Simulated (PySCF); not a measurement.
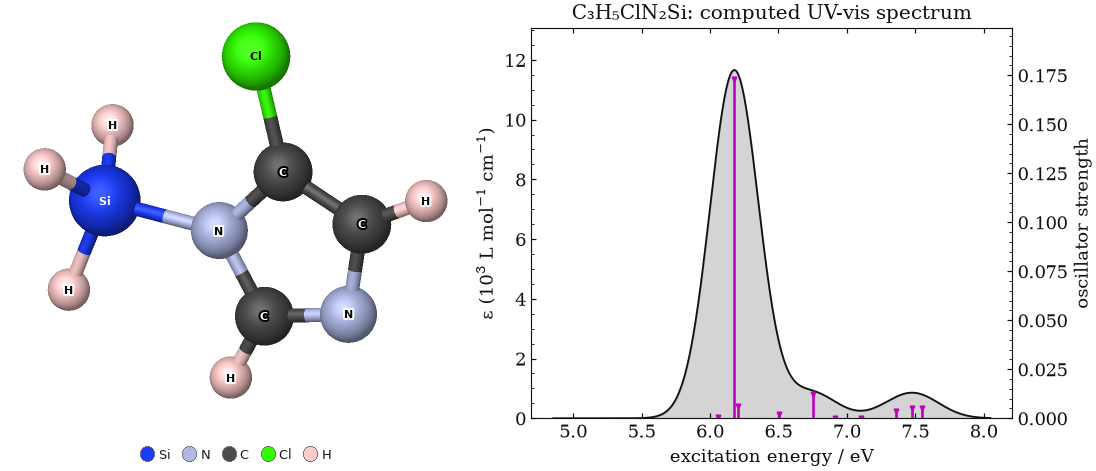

Computed absorption of C₃H₅ClN₂Si, SMILES [SiH3]n1cncc1Cl. Vertical TDDFT excitations, CAM-B3LYP/def2-SVPD with PySCF 2.14.0, at a PBE0-D3(BJ)/def2-SVP geometry (no frequency check), gas phase. The lowest 10 singlet states are shown; each is broadened by a Gaussian of 1/e half-width 0.25 eV. Sticks give oscillator strengths (right axis).

### Does any vertical transition fall in the visible?

No singlet lies below 3.1 eV (beyond 400 nm), so at this level no vertical transition falls in the visible.

### Which of the computed transitions is the brightest, and what character does the calculation give it?

S2 at 6.18 eV (201 nm), f = 0.173, mainly HOMO → LUMO+2 (90 %) (S3 lies within 0.06 eV, too close to order).

### Where is the lowest singlet, and is it bright?

S1 lies at 6.05 eV (205 nm) with f = 0.000, mainly HOMO → LUMO (60 %); it is dark or nearly so.

Caveats: core orbitals are frozen in the response.
